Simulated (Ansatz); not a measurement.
## BaHfO3: Hf → Ti

Take BaHfO3 in the cubic perovskite structure (space group Pm-3m, No. 221; a = 4.206 Å) as the base.

The change: full substitution Hf → Ti, then cell and atoms are relaxed.

Level of theory: PBE, PAW, 420 eV (Ansatz, a quantum-chemistry and plane-wave program; without spin-orbit coupling). k-mesh 8×8×8 (Γ-centred); smearing 0.05 eV (Fermi–Dirac).

| quantity | base | changed | shift |
|---|---|---|---|
| volume per atom | 14.88 Å³ | 12.99 Å³ | -1.897 Å³ |
| density | 8.12 g/cm³ | 5.96 g/cm³ | -2.155 g/cm³ |
| lattice parameter a | 4.206 Å | 4.019 Å | -0.187 Å |
| space group | Pm-3m (No. 221) | Pm-3m (No. 221) | – |
| shortest interatomic distance | 2.103 Å | 2.010 Å | -0.093 Å |
| band gap | 3.62 eV | 1.78 eV | -1.84 eV |
| gap character | indirect, R → Γ | indirect, R → Γ | – |
| smallest direct gap | 3.76 eV | 1.90 eV | -1.86 eV |
| width of the top valence band | 0.80 eV | 0.95 eV | +0.156 eV |

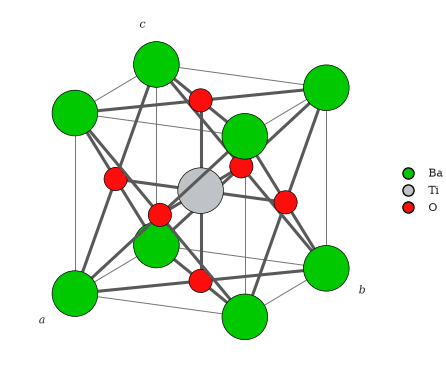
*The relaxed conventional cell after the change*

With Hf present, leaving out spin-orbit coupling can change the band edges. No phonon test of stability was made. The final runs are not spin-polarised. This is not the structure that BaTiO3 has at room temperature and ambient pressure.
